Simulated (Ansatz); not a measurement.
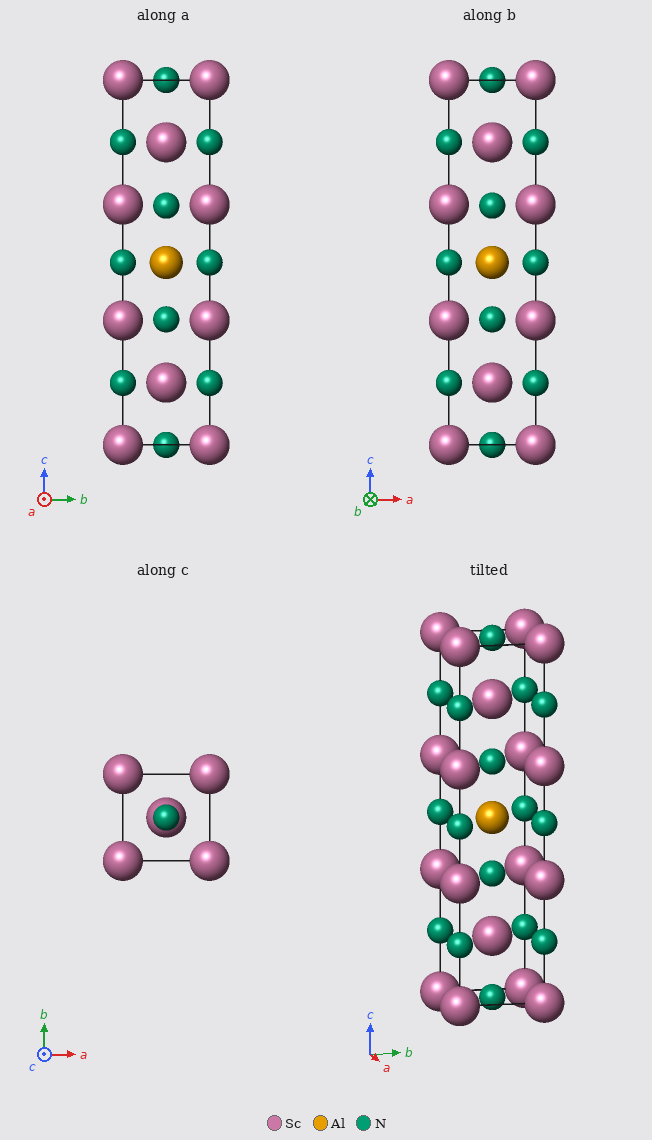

Spheres-only representation of a periodic structure, projected along the a axis, along the b axis, along the c axis and slightly off an axis. The box is the conventional unit cell; atoms on or close to its faces, edges and corners are drawn wherever they repeat.

Lattice parameters: a = 3.160 Å, b = 3.160 Å, c = 13.294 Å, α = 90.00°, β = 90.00°, γ = 90.00°.

Q: Express the structure as a table of Wyckoff sites, with free fractional coordinates to two decimals.

A: Space group P4/mmm (No. 123).
```
atom  site     x     y     z
  Sc    2g  0.00  0.00  0.66
  Sc    2h  0.50  0.50  0.17
  Sc    1a  0.00  0.00  0.00
  Al    1d  0.50  0.50  0.50
   N    1b  0.00  0.00  0.50
   N    2h  0.50  0.50  0.34
   N    2g  0.00  0.00  0.17
   N    1c  0.50  0.50  0.00
```

The initial geometry was a structure type filled with these elements by a generator (whether the compound takes this form wasn't checked). Earlier steps of the study, as a rule a relaxation of our own, may have changed the cell and positions, so they can lie some per cent off the listed ones. Ansatz was used for an electronic-structure calculation on it.
